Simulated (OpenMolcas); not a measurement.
**How basis sets differ on SiH4O2 (SMILES O[SiH2]O)**

SiH4O2: 7 atoms, total charge 0, spin state singlet. SMILES: `O[SiH2]O`. The coordinates come from a PBE0-D4/def2-TZVP relaxation. This is one conformer, not always the lowest.

Quantity: the HOMO–LUMO gap, in eV. The values are calculated.

```json
{"level": "HF/ANO-RCC-MB (DKH2)", "kind": "Hartree–Fock", "program": "OpenMolcas", "value (eV)": "20.47", "CPU time": "2 s"}
{"level": "HF/STO-3G", "kind": "Hartree–Fock", "program": "OpenMolcas", "value (eV)": "22.55", "CPU time": "1.5 s"}
{"level": "HF/3-21G", "kind": "Hartree–Fock", "program": "OpenMolcas", "value (eV)": "17.84", "CPU time": "1.6 s"}
{"level": "HF/def2-SVPD", "kind": "Hartree–Fock", "program": "OpenMolcas", "value (eV)": "14.64", "CPU time": "11 s"}
{"level": "HF/ANO-L-VTZP (RICD fitting)", "kind": "Hartree–Fock", "program": "OpenMolcas", "value (eV)": "13.69", "CPU time": "16 s"}
```

The values span 13.69 to 22.55 eV. A Hartree–Fock LUMO above zero doesn't converge with the basis: it sinks as sets grow more diffuse. Orbital gaps aren't excitation energies. Times are those of the runs behind each value, whatever else they computed, on shared processors of several kinds: orders of magnitude only.

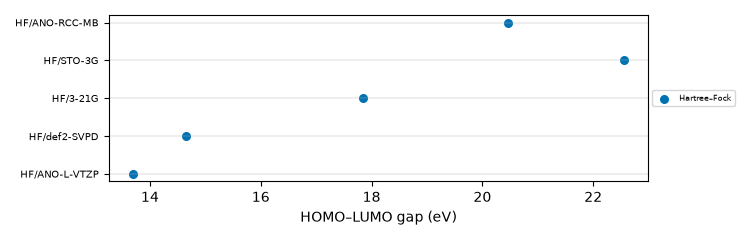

The values of the table, level by level.
